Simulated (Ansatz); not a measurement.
Strength of the C–C bond: C2H3FI2 → CH2I + CHFI

Species: C2H3FI2 `FC(I)CI`, singlet; CH2I `[CH2]I`, doublet; CHFI `F[CH]I`, doublet. 

Shapes, held fixed at every level: PBE0-D4/def2-TZVP. Flexible molecules stand in one conformer, not always the lowest. Programs: Ansatz 0.2.0. The zero-point and thermal change to 298 K, harmonic and unscaled (PBE0-D4/def2-TZVP), is -20.8 kJ/mol.

```
             level                    kind  ΔH(298 K) (kJ/mol)  less CCSD(T)/def2-TZVPP
     HF/def2-TZVPP            Hartree–Fock              +249.7                   -122.5
 PBE-D4/def2-TZVPP                     GGA              +361.2                    -11.0
wB97M-V/def2-TZVPP  range-separated hybrid              +376.7                     +4.5
      MP2/def2-SVP     perturbation theory              +401.6                    +29.4
    MP2/def2-TZVPP     perturbation theory              +406.1                    +33.9
  CCSD(T)/def2-SVP   coupled cluster or CI              +375.3                     +3.1
     CCSD/def2-SVP   coupled cluster or CI              +366.4                     -5.8
CCSD(T)/def2-TZVPP   coupled cluster or CI              +372.2                      0.0
```

The highest level, CCSD(T)/def2-TZVPP, gives ΔH(298 K) = +372.2 kJ/mol; the levels span +249.7 to +406.1. The column of differences is taken from that level and isn't an error. Hartree–Fock misses the correlation of the pair that is broken and comes out low. No measured value is set beside it here. Open shells run unrestricted unless RO is named. For atoms past krypton def2 sets carry core potentials with scalar relativity. Correlated rows may include outer-core shells of I, which these sets cover unevenly.

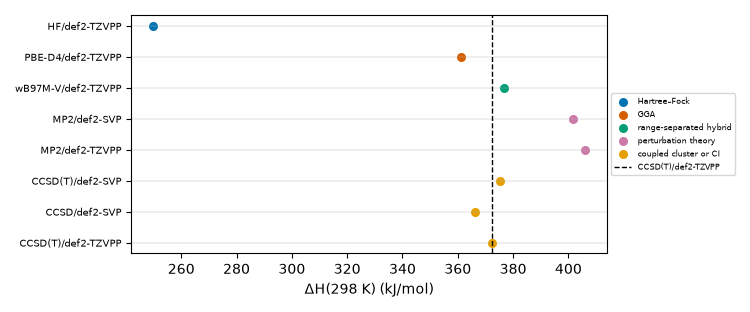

The values of the table, level by level.
